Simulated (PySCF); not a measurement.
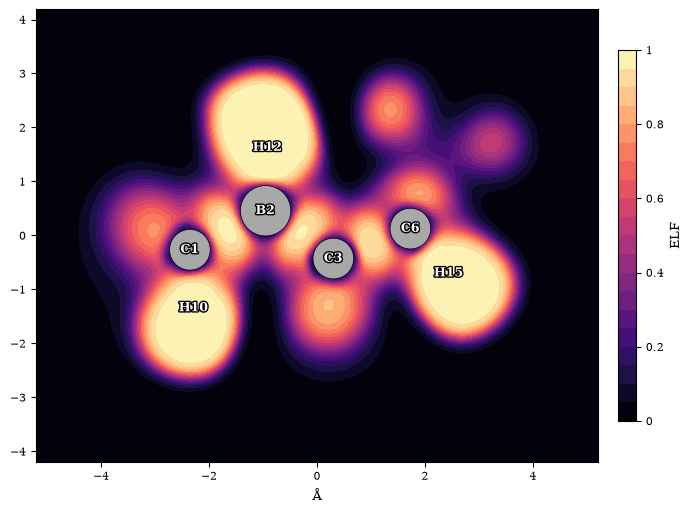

Figure. C$_{5}$H$_{13}$AlBF. Electron localisation function on the plane of atoms C1, B2 and C3. Grey discs cover the atomic cores.

Geometry: GFN2-xTB.

Level of theory: PBE0/pcSseg-1, SCF density, gas phase, non-relativistic in PySCF.

```yaml
atoms:
  - { symbol: C, position_ang: [2.7747, -0.4274, 0.2376] }
  - { symbol: B, position_ang: [1.2358, -0.7315, 0.0708] }
  - { symbol: C, position_ang: [0.2534, 0.4247, 0.3136] }
  - { symbol: Al, position_ang: [0.7005, 1.6064, -1.2733] }
  - { symbol: F, position_ang: [-0.3509, 2.7845, -1.7616] }
  - { symbol: C, position_ang: [-1.2743, 0.2493, 0.3256] }
  - { symbol: C, position_ang: [-1.7650, -0.3812, -0.9717] }
  - { symbol: C, position_ang: [-1.7123, -0.5801, 1.5327] }
  - { symbol: H, position_ang: [3.3015, -1.1691, 0.8353] }
  - { symbol: H, position_ang: [2.9754, 0.5569, 0.6651] }
  - { symbol: H, position_ang: [3.2437, -0.4481, -0.7492] }
  - { symbol: H, position_ang: [0.8999, -1.7888, -0.3153] }
  - { symbol: H, position_ang: [0.5505, 1.0378, 1.1799] }
  - { symbol: H, position_ang: [1.9965, 1.5938, -2.0814] }
  - { symbol: H, position_ang: [-1.7430, 1.2424, 0.4082] }
  - { symbol: H, position_ang: [-1.3734, -1.3883, -1.0851] }
  - { symbol: H, position_ang: [-1.4137, 0.2196, -1.8242] }
  - { symbol: H, position_ang: [-2.8517, -0.4211, -1.0052] }
  - { symbol: H, position_ang: [-1.2783, -1.5757, 1.4765] }
  - { symbol: H, position_ang: [-1.3817, -0.1153, 2.4589] }
  - { symbol: H, position_ang: [-2.7964, -0.6718, 1.5624] }
```

Read the bonding off the picture.

Answer.
- The plane passes through C, B and H nuclei.
- C–C (1.54 Å): the ELF peaks at about 0.95 between the atoms: a shared electron pair.
- C–B (1.54 Å): the ELF peaks at about 0.95 between the atoms: a shared electron pair.
- C–H (1.09 Å): the ELF climbs to about 1 towards the hydrogen, as it does in any bond to H: an ordinary covalent bond to hydrogen.
- C–B (1.58 Å): the ELF peaks at about 1 between the atoms; a covalent bond.
- B–H (1.17 Å): the ELF climbs to about 1 towards the hydrogen; a covalent bond by its length.
